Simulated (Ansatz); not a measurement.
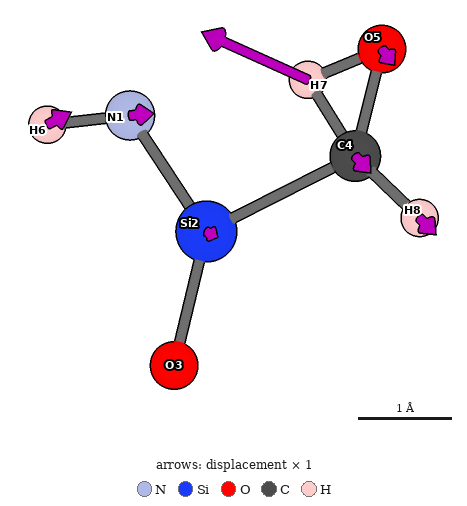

This is a relaxation of CH3NO2Si. The starting structure is drawn; purple arrows show the displacements, at their true length. The two geometries are superimposed by the best rigid fit.

A ball-and-stick model, seen at a tilt.

The run prepares an end point of a later path (hydrogen shift) calculation, from a guessed geometry.

Computed with Ansatz, RKS CAM-B3LYP-D4/def2-SVP.

Input file:
```yaml
crystal:
  periodic: [false, false, false]
  atoms:
    - { symbol: "N", position_ang: [-0.76178, 0.89772, 0.8266] }
    - { symbol: Si, position_ang: [-0.25593, -0.66166, 0.41643] }
    - { symbol: O, position_ang: [-0.57825, -2.006, 1.01268] }
    - { symbol: C, position_ang: [0.90886, -0.4008, -1.08192] }
    - { symbol: O, position_ang: [1.17346, 0.66979, -1.5664] }
    - { symbol: H, position_ang: [-1.39019, 1.11053, 1.58266] }
    - { symbol: H, position_ang: [0.59645, 0.61437, -0.8371] }
    - { symbol: H, position_ang: [1.35552, -1.32197, -1.51074] }
basis:
  gaussian: { orbitals: def2-SVP }
hamiltonian:
  xc: cam_b3lyp
  dispersion: d4
relax:
  f_tol: 0.02
  max_steps: 50
output:
  orbitals: {}
```

Launched with:
```bash
ansatz run input.yaml --threads 2 --pin off --max-ram 3072MiB --backend cpu --events-out ev --progress --plain --runs-dir out
```

> Describe the change and its energy.

After 16 geometry steps the energy has fallen by 6.667 eV. Largest force component: 12 eV/Å at the start, 0.013 eV/Å at the end. The atom that moves furthest after the best rigid fit is H7 (1.48 Å). By element the largest moves are H 1.48 Å, N 0.30 Å, C 0.30 Å, O 0.27 Å, Si 0.17 Å. Near-neighbour distances that change, for instance: C4–H7 1.090 → 2.782 Å, O5–H7 0.932 → 2.464 Å, N1–H7 2.166 → 1.016 Å, Si2–H7 1.981 → 2.348 Å. New bonds form: N1–H7 (2.17 → 1.02 Å). Bonds break: C4–H7 (1.09 → 2.78 Å), O5–H7 (0.93 → 2.46 Å). Bond angles that change, for instance: Si2–C4–O5 124.7° → 118.7°, Si2–C4–H8 115.7° → 120.4°, O3–Si2–C4 124.2° → 126.5°. The run took 36 s on 2 threads of Intel(R) Xeon(R) Platinum 8488C (Sapphire Rapids), on a shared host, peak memory 0.23 GiB.
